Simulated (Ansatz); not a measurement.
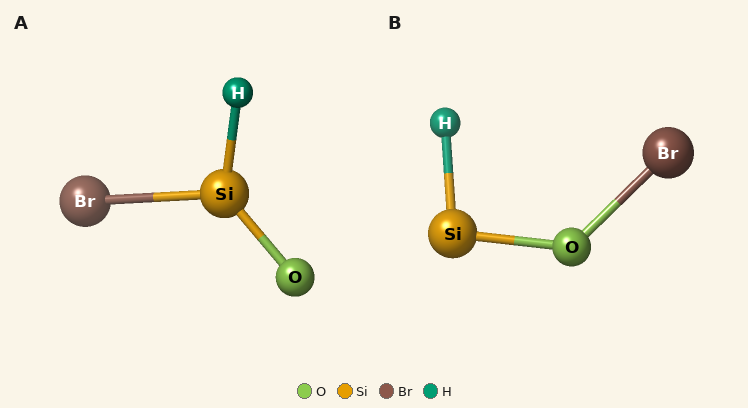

2 stationary structures of one formula. Geometries: PBE0-D4/def2-TZVP. Electronic energies: PBE0-D4/def2-TZVPP (Ansatz 0.2.0), without zero-point energy. No frequency run is at hand to confirm each as a minimum.

> Which is lowest in energy, and by how much?

A is lowest (Cs); B lies 71.9 kcal/mol above it (Cs).

Give E(B) − E(A) in kcal/mol at these levels too: RHF-CCSD(T) (frozen core)/def2-TZVPP; B3LYP-D4/def2-TZVPP; ωB97M-V/def2-TZVPP; PBE0-D4/def2-TZVP; r2SCAN-D4/def2-TZVPP; PBE0-D4/def2-TZVPP; PBE-D4/def2-TZVPP.

| level | E(B) − E(A) (kcal/mol) |
| --- | --- |
| RHF-CCSD(T) (frozen core)/def2-TZVPP | +72.0 |
| B3LYP-D4/def2-TZVPP | +68.6 |
| ωB97M-V/def2-TZVPP | +70.6 |
| PBE0-D4/def2-TZVP | +71.7 |
| r2SCAN-D4/def2-TZVPP | +74.7 |
| PBE0-D4/def2-TZVPP | +71.9 |
| PBE-D4/def2-TZVPP | +68.3 |
